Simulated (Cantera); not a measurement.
Charge: 1 mol Cr, 2.5 mol NH₃, 4.6 mol N₂, at 95.0 Pa.

Method: chemical equilibrium by Gibbs-energy minimisation in Cantera with the NASA 1993 tables (ideal gas, pure condensed phases). Candidate condensed phases: Cr, CrN, Cr₂N; 11 gas species. The numbers say what is thermodynamically allowed, not how fast it happens.

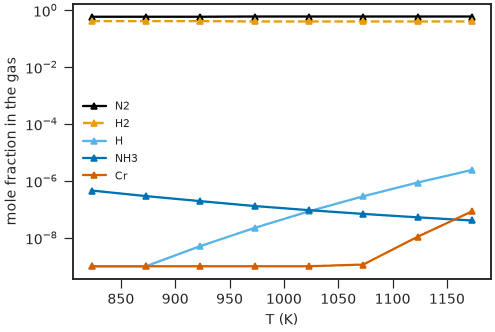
*Equilibrium gas composition (values under 1e-9 drawn at 1e-9)*

**Question.** Read off the mole fractions at 873 K.

**Answer.** N₂ about 0.59, H₂ about 0.41, NH₃ about 2.9e-7.
